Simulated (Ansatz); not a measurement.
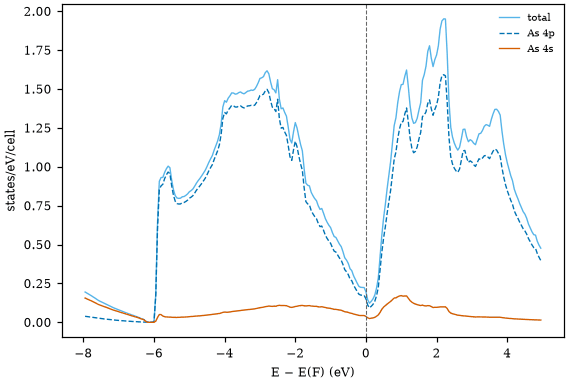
Figure: Total and projected density of states of As (A7 (α-As type), R-3m), plane-wave PAW PBE (Ansatz code)

Q: Which orbitals carry the states next to the Fermi level?

A: Within 0.5 eV of the Fermi level: As 4p 79 %, As 4s 17 %. Projections are on Löwdin-orthogonalised atomic valence shells; empty p or d shells of many metals are not among them.

Q: Where is the tallest occupied peak in this window, and what makes it?

A: Near -2.8 eV, about 1.6 states/eV per cell; the largest projected share is As 4p.

The PBE relaxation kept the symmetry of its start. Scalar-relativistic: spin–orbit coupling is off unless named, which matters more the heavier the elements.

Potentials: the later of the program's two PAW sets.
